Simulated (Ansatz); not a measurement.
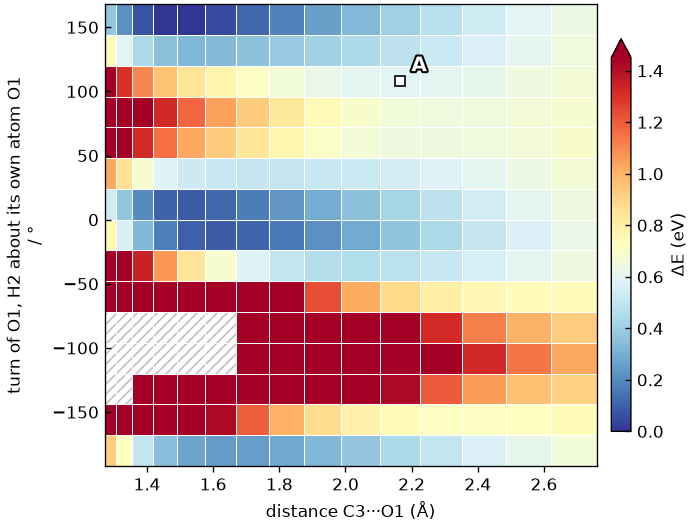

CHO₂, charge −1. 
- The turn is about an axis along (−0.83, 0.55, 0.02) in the frame of the relaxed pair, normal to the line between the partners.
- Coordinates scanned: (1) distance C3···O1; (2) turn of O1, H2 about its own atom O1.
- The scan uses a 15 × 15 grid. At 14 points there is no value (left out of the scan, as a rule where atoms come close).
- Points are written as (first, second).
- Energies are in eV, from the lowest grid point.
- Energies and slopes of some neighbouring points disagree (a jump in structure or state, or too coarse a mesh). The restricted reference is unstable at some or all points, so the energies there are unreliable.
- Computed with RHF-MP2, frozen core/def2-TZVPD (Ansatz 0.2.0).

Drawn: one coloured cell a grid point, one colour for all values above the top of the scale, hatched blanks where no value was computed, the point A.

> Which way does the force act at A, and how strong is it?

A, at (2.164 Å, 108°), is not a stationary point. The computed force is nearly zero along distance C3···O1 and 0.0042 eV for each degree towards larger values of the second coordinate.
